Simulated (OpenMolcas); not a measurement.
## AlNH3O (SMILES [NH2][Al][OH]): methods side by side

The species is AlNH3O (6 atoms), meant as a doublet with charge 0. As SMILES, `[NH2][Al][OH]`. Geometry: relaxed at PBE0-D4/def2-TZVP. This is one conformer, not always the lowest.

```csv
atom,x (Å),y (Å),z (Å)
N,-0.9239,0.2402,-0.7608
Al,0.5952,0.6013,0.0707
O,1.1941,-0.6185,1.1012
H,-1.4343,-0.6236,-0.6572
H,-1.3947,0.8616,-1.3968
H,2.0057,-0.5251,1.5968
```

Quantity: the vertical ionisation energy (to the singlet cation), in eV. The values are calculated.

```json
{"level": "UHF/def2-SVPD", "kind": "Hartree–Fock", "program": "OpenMolcas", "value (eV)": "7.88", "CPU time (all runs)": "19 s"}
{"level": "U-revPBE/def2-SVPD", "kind": "GGA", "program": "OpenMolcas", "value (eV)": "7.88", "CPU time (all runs)": "73 s"}
{"level": "UBLYP/def2-SVPD", "kind": "GGA", "program": "OpenMolcas", "value (eV)": "7.79", "CPU time (all runs)": "75 s"}
{"level": "U-r2SCAN/def2-SVPD", "kind": "meta-GGA", "program": "OpenMolcas", "value (eV)": "8.04", "CPU time (all runs)": "1.9 min"}
{"level": "UM06-L/def2-SVPD", "kind": "meta-GGA", "program": "OpenMolcas", "value (eV)": "7.85", "CPU time (all runs)": "2.1 min"}
{"level": "UTPSS/def2-SVPD", "kind": "meta-GGA", "program": "OpenMolcas", "value (eV)": "7.91", "CPU time (all runs)": "1.8 min"}
{"level": "UB3LYP/def2-SVPD", "kind": "global hybrid", "program": "OpenMolcas", "value (eV)": "8.06", "CPU time (all runs)": "83 s"}
{"level": "UM06-2X/def2-SVPD", "kind": "hybrid meta-GGA", "program": "OpenMolcas", "value (eV)": "8.13", "CPU time (all runs)": "1.9 min"}
```

The values span 7.79 to 8.13 eV. CPU times are rough (shared hosts, several kinds of processor): they show what a rung costs within a factor of a few.

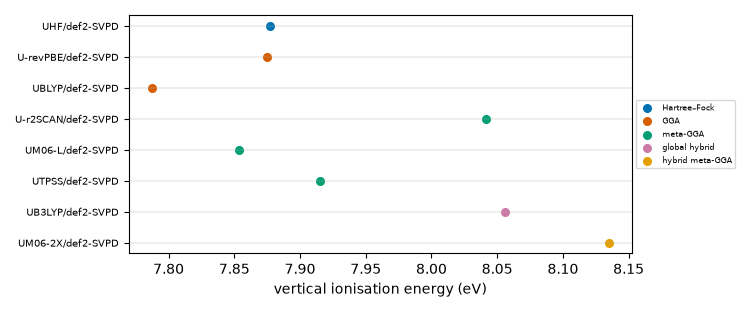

The values of the table, level by level.
